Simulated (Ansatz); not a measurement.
ZnSnN2 (Pna2_1), computed twice by G0W0.

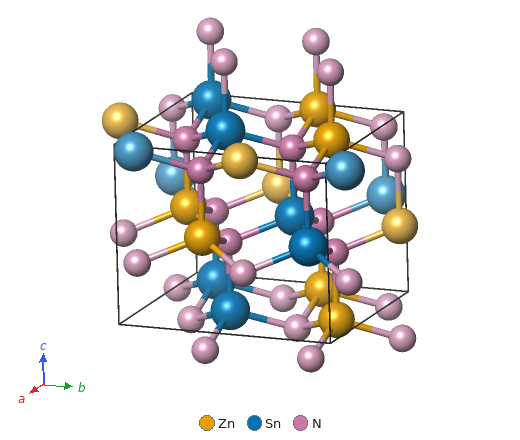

The structure (zinc orange, tin blue, nitrogen pink). Some periodic images of atoms are drawn too.

```
Zn Sn N
1.0
     5.85427    0.00000    0.00000
     0.00000    6.73745    0.00000
     0.00000    0.00000    5.48058
Zn Sn N
4 4 8
Direct
  0.58306 0.87495 0.99881
  0.41694 0.12505 0.49881
  0.91694 0.37495 0.49881
  0.08306 0.62505 0.99881
  0.58840 0.37506 0.99927
  0.41160 0.62494 0.49927
  0.91160 0.87506 0.49927
  0.08840 0.12494 0.99927
  0.58240 0.37437 0.37835
  0.41760 0.62563 0.87835
  0.91760 0.87437 0.87835
  0.08240 0.12563 0.37835
  0.57972 0.87579 0.37356
  0.42028 0.12421 0.87356
  0.92028 0.37579 0.87356
  0.07972 0.62421 0.37356
```

The cell and positions are those that the Materials Project relaxed with its own functionals (PBE, PBE+U or r2SCAN), kept fixed.

The first (Ansatz 0.2.0; start PBE, 2×2×2 mesh, 490 empty bands, screening to 100 eV, PAW set soft_1 files; 1 × NVIDIA H100 80GB HBM3 (shared by 6 runs) with 2 threads of AMD EPYC 7R13 (Zen 3), shared host) gave, on its mesh: starting gap 0.20 eV, G0W0 gap 0.68 eV, RPA ε∞ (mean) 821.22, 26 s.

Q: The second changes mesh from 2×2×2 to 2×2×4. What does it give?

It gave: starting gap 0.20 eV, G0W0 gap 0.74 eV, RPA ε∞ (mean) 435.57, 26 s. The G0W0 gap moves by +0.06 eV, +0.00 eV from the start and +0.06 eV from the correction. Σc changes by −0.02 eV at the valence top and +0.38 eV at the conduction bottom, and Σx − Vxc between them by −0.34 eV.

Limits: not at the basis limit; screening runs away on this mesh; d shell near the gap, gap tends to lie low; no spin-orbit coupling; coarse k mesh.

[Paths, hosts, dates, memory and timing lines, banners, echoed tables and standing remarks are left out of the program output.]

[Logs are printed without paths, hosts, clocks, repeated set-up lines and the standing remarks that a program may print on its own settings, such as how far it seeks lower states.]

[Runs of the session that timed out or met a known fault of the program may be left out.]

[Cells called generated may have been cut or substituted from an entry of the Crystallography Open Database or the Materials Project.]

[Hosts, paths, dates, database ids (printed as entryN), source tags and the programs' standing remarks are cut or masked in the printed files.]
